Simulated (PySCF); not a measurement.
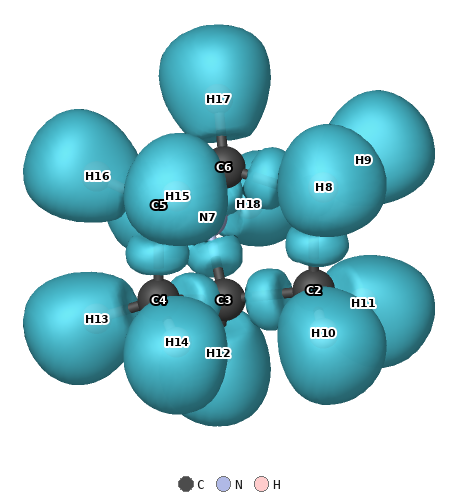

The picture shows: C$_{6}$H$_{11}$N. Isosurface of the ELF at 0.75 (cyan), seen at a tilt. Core shells and regions of very low density are left out.

Geometry: GFN2-xTB.

Method: PBE0/pcSseg-1, SCF density, gas phase, non-relativistic in PySCF.

```json
{"atom": "C", "x (Å)": "-1.1922", "y (Å)": "0.1518", "z (Å)": "0.8658"}
{"atom": "C", "x (Å)": "-1.0364", "y (Å)": "0.9676", "z (Å)": "-0.4311"}
{"atom": "C", "x (Å)": "0.0556", "y (Å)": "0.1671", "z (Å)": "-1.1735"}
{"atom": "C", "x (Å)": "1.4009", "y (Å)": "0.4218", "z (Å)": "-0.4825"}
{"atom": "C", "x (Å)": "1.2446", "y (Å)": "-0.3937", "z (Å)": "0.8161"}
{"atom": "C", "x (Å)": "-0.1632", "y (Å)": "-0.9788", "z (Å)": "0.6483"}
{"atom": "N", "x (Å)": "-0.1798", "y (Å)": "-1.2189", "z (Å)": "-0.7893"}
{"atom": "H", "x (Å)": "-0.9753", "y (Å)": "0.7344", "z (Å)": "1.7593"}
{"atom": "H", "x (Å)": "-2.1983", "y (Å)": "-0.2592", "z (Å)": "0.9639"}
{"atom": "H", "x (Å)": "-0.7349", "y (Å)": "1.9973", "z (Å)": "-0.2481"}
{"atom": "H", "x (Å)": "-1.9614", "y (Å)": "0.9822", "z (Å)": "-1.0099"}
{"atom": "H", "x (Å)": "0.0691", "y (Å)": "0.3195", "z (Å)": "-2.2519"}
{"atom": "H", "x (Å)": "2.2162", "y (Å)": "0.0364", "z (Å)": "-1.0917"}
{"atom": "H", "x (Å)": "1.5728", "y (Å)": "1.4804", "z (Å)": "-0.2992"}
{"atom": "H", "x (Å)": "1.3288", "y (Å)": "0.2176", "z (Å)": "1.7124"}
{"atom": "H", "x (Å)": "1.9812", "y (Å)": "-1.1933", "z (Å)": "0.8686"}
{"atom": "H", "x (Å)": "-0.3499", "y (Å)": "-1.8756", "z (Å)": "1.2378"}
{"atom": "H", "x (Å)": "-1.0866", "y (Å)": "-1.5504", "z (Å)": "-1.1066"}
```

Describe the localisation domains.

The ELF exceeds this value in six regions between bonded C–C atoms (shared pairs), ten regions around hydrogen nuclei and one joined region spread over several atoms (H, N), in which their bonds and any lone pairs are merged. Profiles from the grid: C–N (1.46 Å): the ELF peaks at about 0.90 between the atoms; a shared electron pair. C–C (1.53 Å): the ELF peaks at about 0.95 between the atoms, as expected for localised, covalent bonding.
